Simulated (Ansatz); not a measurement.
System (SMILES): [Si](F)F (closed-shell singlet).
Atoms: Si1, F2, F3. Bonds: Si1-F2, Si1-F3.

Basis-set convergence of the highest harmonic wavenumber at MP2 with Ansatz (a program for electronic structure). Each level at its own minimum, finite differences of forces, unscaled; the reference is a large set that could be run, not a limit. Cartesian d functions, on some or all atoms, in 6-31G*, 6-311G**; all else is spherical. Cores are frozen. A restricted Hartree-Fock determinant is unstable towards unrestricted orbitals. No added dispersion term, no relativity. Reference: the value in aug-cc-pV(T+d)Z, 857 cm⁻¹, itself unsure by roughly 10 cm⁻¹ (its distance from def2-TZVPPD). Deviations are taken from unrounded values. Cost is core time over that of 6-31G*, rough, on shared machines of one kind.

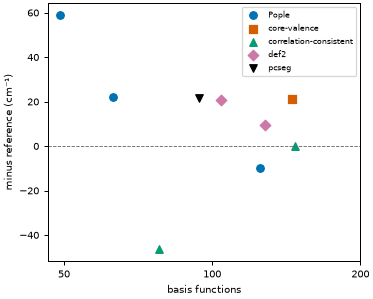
Fig. 1. Deviation from the reference against the number of basis functions, by family of sets.

```json
[
 {"basis": "6-31G*", "functions": "49", "highest harmonic wavenumber (cm⁻¹)": "917", "minus reference (cm⁻¹)": "59", "cost": "1×"},
 {"basis": "6-311G**", "functions": "63", "highest harmonic wavenumber (cm⁻¹)": "880", "minus reference (cm⁻¹)": "22", "cost": "2×"},
 {"basis": "aug-cc-pV(D+d)Z", "functions": "78", "highest harmonic wavenumber (cm⁻¹)": "811", "minus reference (cm⁻¹)": "-46", "cost": "3×"},
 {"basis": "pcseg-2", "functions": "94", "highest harmonic wavenumber (cm⁻¹)": "879", "minus reference (cm⁻¹)": "22", "cost": "3×"},
 {"basis": "def2-TZVPP", "functions": "104", "highest harmonic wavenumber (cm⁻¹)": "878", "minus reference (cm⁻¹)": "21", "cost": "3×"},
 {"basis": "6-311++G(3df,3pd)", "functions": "125", "highest harmonic wavenumber (cm⁻¹)": "848", "minus reference (cm⁻¹)": "-10", "cost": "4×"},
 {"basis": "def2-TZVPPD", "functions": "128", "highest harmonic wavenumber (cm⁻¹)": "867", "minus reference (cm⁻¹)": "10", "cost": "7×"},
 {"basis": "cc-pCVTZ", "functions": "145", "highest harmonic wavenumber (cm⁻¹)": "879", "minus reference (cm⁻¹)": "21", "cost": "7×"},
 {"basis": "aug-cc-pV(T+d)Z", "functions": "147", "highest harmonic wavenumber (cm⁻¹)": "857", "minus reference (cm⁻¹)": "0", "cost": "10×"}
]
```
